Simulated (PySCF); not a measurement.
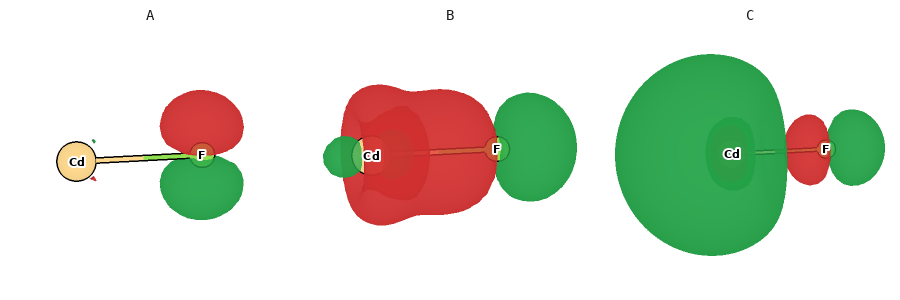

Figure 1: CdF (doublet). Three frontier β-spin orbitals, each drawn at the value that holds 80 % of its norm (green and red are the two phases), in no order; of a degenerate pair one member is drawn.

Core potentials replace the inner electrons of Cd.

The calculation used PBE0/cc-pVDZ(-PP), non-relativistic Hamiltonian with scalar-relativistic core potentials where named, at a bond length of 1.987 Å in PySCF 2.14.0.

**Name the orbitals and rank them from lowest to highest energy.**

Orbital B: σ, occupied in this spin, −9.25 eV; shared between the atoms (Cd 30 %, F 70 %).
Orbital A: π, occupied in this spin, −8.82 eV; mainly on F (95 %).
Orbital C: σ, empty in this spin, −3.78 eV; mainly on Cd (85 %).
